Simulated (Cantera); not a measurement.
Charge: 1 mol C2F6, a varied amount of H2, held at 1025 K and 75.0 Torr.

Equilibrium computed with Cantera from the NASA thermochemical tables; the gas is ideal and each condensed phase is pure. Candidate condensed phases: C, C6H6, C7H8, C8H18; 95 gas species. The feed counts by its element totals alone. Gases not in the tables: C2F6 and larger saturated fluorocarbons. Kinetics and transport are ignored.

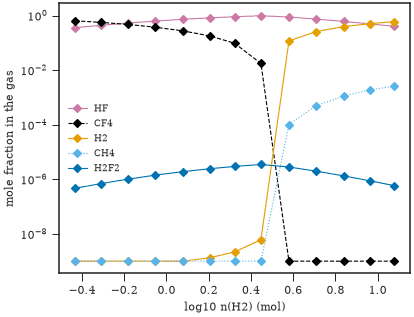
Figure. Equilibrium gas composition (values under 1e-9 drawn at 1e-9)

From 0.37 mol H2 to 12 mol H2 the condensed part is C(graphite). The main C-bearing gas is CF4 at 0.37 mol H2 and CH4 at 12 mol H2. The share of C in condensed phases is highest at 3.8 mol H2 (100.0 %) and lowest at 0.37 mol H2 (34.2 %).
